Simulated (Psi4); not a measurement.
# CCl3F (trichlorofluoromethane) at B2PLYP/6-31G(d) (density fitting for correlation, spherical functions)

What is the energy change on altering one bond length of CCl3F (trichlorofluoromethane) at B2PLYP/6-31G* (density fitting for correlation, spherical functions)? 

The calculation is run with Psi4 1.11.

### Step 1. The molecule

CCl3F has 5 atoms, charge 0, and is taken as a singlet. As SMILES, `FC(Cl)(Cl)Cl`. The coordinates come from a PBE0-D4/def2-TZVP relaxation.

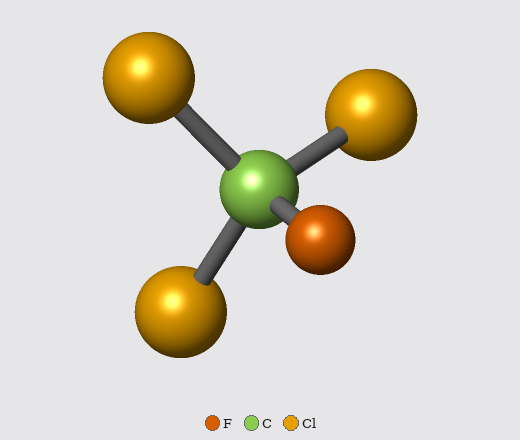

The structure, seen from a chosen angle (fluorine orange, carbon green, chlorine amber).

### Step 2. The energy at B2PLYP/6-31G(d) (density fitting for correlation, spherical functions)

The input, calc.py:

```python
import psi4

psi4.set_memory('2200 MB')
psi4.set_num_threads(1)
psi4.core.set_output_file('ccl3f.out', False)

geom = psi4.geometry("""
0 1
F      0.911880    -0.820730     0.677360
C      0.044670    -0.040210     0.033190
Cl    -1.384510     0.157610     1.040990
Cl    -0.379970    -0.814480    -1.489160
Cl     0.807920     1.517810    -0.262390
symmetry c1
""")

psi4.set_options({
    'basis': '6-31G*',
    'reference': 'rks',
    'puream': True,
    'e_convergence': 1e-09,
    'd_convergence': 1e-08,
    'scf_type': 'pk',
    'dft_radial_points': 99,
    'dft_spherical_points': 590,
    'num_frozen_docc': 17,
})

e = psi4.energy('b2plyp')
print(f'b2plyp energy: {e:.10f} Eh')
for k, v in sorted(psi4.core.scalar_variables().items()):
    print(f'{k:45s} {v:18.10f}')
```

Launch:

```console
$ python calc.py
```

ccl3f.out:

```text
[...]
  Running in c1 symmetry.
[...]
  Nuclear repulsion =  368.460948749158433
[...]
  Multiplicity = 1
[...]
  Nalpha       = 33
  Nbeta        = 33
[...]
    Number of basis functions: 82
[...]
   @RKS iter   1: -1517.58054122610110    1.02382e-01   5.31585e-03 ADIIS/DIIS
[...]
   @RKS iter  10: -1517.66886888754198   -1.52340e-11   7.66933e-09 DIIS
[...]
    Orbital Energies [Eh]
    ---------------------
    Doubly Occupied:
       1A   -102.942565     2A   -102.942564     3A   -102.942539
       4A    -25.426872     5A    -10.899856     6A     -9.954591
       7A     -9.954590     8A     -9.954541     9A     -7.595503
      10A     -7.595484    11A     -7.595483    12A     -7.587309
      13A     -7.587309    14A     -7.587299    15A     -7.587232
      16A     -7.587230    17A     -7.587229    18A     -1.457114
      19A     -1.080865    20A     -0.980171    21A     -0.980170
      22A     -0.765386    23A     -0.640417    24A     -0.636343
      25A     -0.636343    26A     -0.508442    27A     -0.508441
      28A     -0.440250    29A     -0.427502    30A     -0.427501
      31A     -0.396643    32A     -0.396641    33A     -0.381668
[...]
  @RKS Final Energy: -1517.66886888754198
   => Energetics <=
    Nuclear Repulsion Energy =            368.4609487491584332
    One-Electron Energy =               -2830.0057109709705401
    Two-Electron Energy =                 991.8851193065582947
    DFT Exchange-Correlation Energy =     -48.0092259722882631
    Empirical Dispersion Energy =           0.0000000000000000
    VV10 Nonlocal Energy =                  0.0000000000000000
    Total Energy =                      -1517.6688688875419757
[...]
 Multipole Moments:
 ------------------------------------------------------------------------------------
     Multipole            Electronic (a.u.)      Nuclear  (a.u.)        Total (a.u.)
 ------------------------------------------------------------------------------------
 L = 1.  Multiply by 2.5417464519 to convert [e a0] to [Debye]
 Dipole X            :          0.3203472           -0.4077951           -0.0874480
 Dipole Y            :         -0.2883257            0.3670308            0.0787051
 Dipole Z            :          0.2379774           -0.3029148           -0.0649374
 Magnitude           :                                                    0.1343820
[...]
```

On the terminal:

```text
b2plyp energy: -1517.8967602014 Eh
B2PLYP DOUBLE-HYBRID CORRECTION ENERGY             -0.2278913139
B2PLYP TOTAL ENERGY                             -1517.8967602014
CURRENT ENERGY                                  -1517.8967602014
CURRENT REFERENCE ENERGY                        -1517.6688688875
DD SOLVATION ENERGY                                 0.0000000000
DFT FUNCTIONAL TOTAL ENERGY                     -1517.6688688875
DFT TOTAL ENERGY                                -1517.8967602014
DFT VV10 ENERGY                                     0.0000000000
DFT XC ENERGY                                     -48.0092259723
DOUBLE-HYBRID CORRECTION ENERGY                    -0.2278913139
GRID ELECTRONS ALPHA                               33.0000000718
GRID ELECTRONS BETA                                33.0000000718
GRID ELECTRONS TOTAL                               66.0000001436
NUCLEAR REPULSION ENERGY                          368.4609487492
ONE-ELECTRON ENERGY                             -2830.0057109710
PCM POLARIZATION ENERGY                             0.0000000000
PE ENERGY                                           0.0000000000
SCF ITERATION ENERGY                            -1517.6688688875
SCF ITERATIONS                                     10.0000000000
SCF TOTAL ENERGY                                -1517.6688688875
TWO-ELECTRON ENERGY                               991.8851193066
XC GRID RADIAL POINTS                              99.0000000000
XC GRID SPHERICAL POINTS                          590.0000000000
XC GRID TOTAL POINTS                           266456.0000000000
```

Wall time 18 s (1 thread of Intel Xeon at 2.50GHz (Skylake/Cascade Lake), shared host); peak memory 0.81 GiB.

### Step 3. The distorted shape

The input, ccl3f.py:

```python
import psi4

psi4.set_memory('2200 MB')
psi4.set_num_threads(1)
psi4.core.set_output_file('psi4.out', False)

mol = psi4.geometry("""
0 1
F      1.041987    -0.937831     0.774004
C      0.044670    -0.040210     0.033190
Cl    -1.384510     0.157610     1.040990
Cl    -0.379970    -0.814480    -1.489160
Cl     0.807920     1.517810    -0.262390
symmetry c1
""")

psi4.set_options({
    'basis': '6-31G*',
    'puream': True,
    'e_convergence': 1e-09,
    'd_convergence': 1e-08,
    'scf_type': 'pk',
    'dft_radial_points': 99,
    'dft_spherical_points': 590,
    'num_frozen_docc': 17,
})

e = psi4.energy("b2plyp")
print(f'b2plyp energy: {e:.10f} Eh')
for k, v in sorted(psi4.core.scalar_variables().items()):
    print(f'{k:45s} {v:18.10f}')
```

Launch:

```console
$ python ccl3f.py
```

psi4.out:

```text
[...]
  Running in c1 symmetry.
[...]
  Nuclear repulsion =  360.150250501988182
[...]
  Multiplicity = 1
[...]
  Nalpha       = 33
  Nbeta        = 33
[...]
    Number of basis functions: 82
[...]
   @RKS iter   1: -1517.53859754626274   -1.39251e-01   5.90307e-03 ADIIS/DIIS
[...]
   @RKS iter  11: -1517.64716224883819   -2.04636e-12   2.77003e-09 DIIS
[...]
    Orbital Energies [Eh]
    ---------------------
    Doubly Occupied:
       1A   -102.953121     2A   -102.953120     3A   -102.953095
       4A    -25.387297     5A    -10.904351     6A     -9.964344
       7A     -9.964343     8A     -9.964295     9A     -7.605430
      10A     -7.605411    11A     -7.605410    12A     -7.597066
      13A     -7.597065    14A     -7.597057    15A     -7.596890
      16A     -7.596888    17A     -7.596887    18A     -1.355239
      19A     -1.091344    20A     -0.984213    21A     -0.984211
      22A     -0.739893    23A     -0.603452    24A     -0.593251
      25A     -0.593250    26A     -0.500064    27A     -0.500064
      28A     -0.438578    29A     -0.434193    30A     -0.434192
      31A     -0.402702    32A     -0.402700    33A     -0.388302
[...]
  @RKS Final Energy: -1517.64716224883819
   => Energetics <=
    Nuclear Repulsion Energy =            360.1502505019881824
    One-Electron Energy =               -2813.5780307893978716
    Two-Electron Energy =                 983.7477575479316556
    DFT Exchange-Correlation Energy =     -47.9671395093597823
    Empirical Dispersion Energy =           0.0000000000000000
    VV10 Nonlocal Energy =                  0.0000000000000000
    Total Energy =                      -1517.6471622488381854
[...]
 Multipole Moments:
 ------------------------------------------------------------------------------------
     Multipole            Electronic (a.u.)      Nuclear  (a.u.)        Total (a.u.)
 ------------------------------------------------------------------------------------
 L = 1.  Multiply by 2.5417464519 to convert [e a0] to [Debye]
 Dipole X            :          0.1405394           -0.4634251           -0.3228856
 Dipole Y            :         -0.1264915            0.4170998            0.2906082
 Dipole Z            :          0.1044118           -0.3442370           -0.2398252
 Magnitude           :                                                    0.4962100
[...]
```

Standard output:

```text
b2plyp energy: -1517.8801142672 Eh
B2PLYP DOUBLE-HYBRID CORRECTION ENERGY             -0.2329520184
B2PLYP TOTAL ENERGY                             -1517.8801142672
CURRENT ENERGY                                  -1517.8801142672
CURRENT REFERENCE ENERGY                        -1517.6471622488
DD SOLVATION ENERGY                                 0.0000000000
DFT FUNCTIONAL TOTAL ENERGY                     -1517.6471622488
DFT TOTAL ENERGY                                -1517.8801142672
DFT VV10 ENERGY                                     0.0000000000
DFT XC ENERGY                                     -47.9671395094
DOUBLE-HYBRID CORRECTION ENERGY                    -0.2329520184
GRID ELECTRONS ALPHA                               33.0000000857
GRID ELECTRONS BETA                                33.0000000857
GRID ELECTRONS TOTAL                               66.0000001713
NUCLEAR REPULSION ENERGY                          360.1502505020
ONE-ELECTRON ENERGY                             -2813.5780307894
PCM POLARIZATION ENERGY                             0.0000000000
PE ENERGY                                           0.0000000000
SCF ITERATION ENERGY                            -1517.6471622488
SCF ITERATIONS                                     11.0000000000
SCF TOTAL ENERGY                                -1517.6471622488
TWO-ELECTRON ENERGY                               983.7477575479
XC GRID RADIAL POINTS                              99.0000000000
XC GRID SPHERICAL POINTS                          590.0000000000
XC GRID TOTAL POINTS                           266777.0000000000
```

It took 19 s on 1 thread of Intel Xeon at 2.50GHz (Skylake/Cascade Lake), shared host; peak memory 0.81 GiB.

### Step 4. Summary of results

At B2PLYP/6-31G* (density fitting for correlation, spherical functions), 17 core orbitals frozen:

| quantity | value |
| --- | --- |
| first shape: total energy | -1517.89676 Eh |
| first shape: HOMO energy (SCF part's orbitals) | -10.39 eV |
| first shape: LUMO energy (SCF part's orbitals) | 0.37 eV |
| first shape: HOMO–LUMO gap (SCF part's orbitals) | 10.75 eV |
| distorted shape: total energy | -1517.88011 Eh |
| distorted shape: HOMO energy (SCF part's orbitals) | -10.57 eV |
| distorted shape: LUMO energy (SCF part's orbitals) | 0.13 eV |
| distorted shape: HOMO–LUMO gap (SCF part's orbitals) | 10.70 eV |
| energy change with the F1–C2 bond stretched from 1.333 to 1.533 Å | 0.453 eV |

In words: With the F1–C2 bond stretched from 1.333 to 1.533 Å the energy rises by 0.45 eV (43.7 kJ/mol). The first shape isn't relaxed at this level, so the change isn't measured from a minimum.
